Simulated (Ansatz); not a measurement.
A computed series for Hf3N4: pressure series

Take Hf3N4 (space group I-43d, No. 220) as the base.

```cif
data_Hf12N16
_chemical_formula_sum 'Hf12 N16'
_space_group_name_H-M_alt 'I-43d'
_space_group_IT_number 220
_space_group_name_Hall 'I -4bd 2c 3'
_cell_length_a 6.73425
_cell_length_b 6.73425
_cell_length_c 6.73425
_cell_angle_alpha 90.000
_cell_angle_beta 90.000
_cell_angle_gamma 90.000
loop_
_atom_site_label
_atom_site_type_symbol
_atom_site_symmetry_multiplicity
_atom_site_Wyckoff_symbol
_atom_site_fract_x
_atom_site_fract_y
_atom_site_fract_z
_atom_site_occupancy
Hf1 Hf 12 b 0.12500 0.50000 0.25000 1
N1 N 16 c 0.18349 0.18349 0.18349 1
```
(The calculation used a cell of 14 atoms; values per cell refer to that cell.)

Cell and atoms are relaxed at each pressure.

Levels (all Ansatz, an electronic-structure program, PAW): PBE (420 eV, no spin-orbit coupling); PBEsol (420 eV, spin-orbit coupling left out).

The base cell above is that of PBE; each level relaxes its own structures.

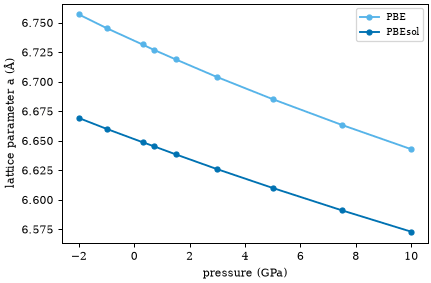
Lattice parameter a under two levels

Task: How do the two levels compare along the series?

Result: PBE lies above PBEsol in every row, by 7.0 pm to 8.8 pm. They put the cases in the same order.

Load acts through the strain it causes; cell and atoms are relaxed under it. No phonon test of stability was made. Competing high-pressure phases were not computed.
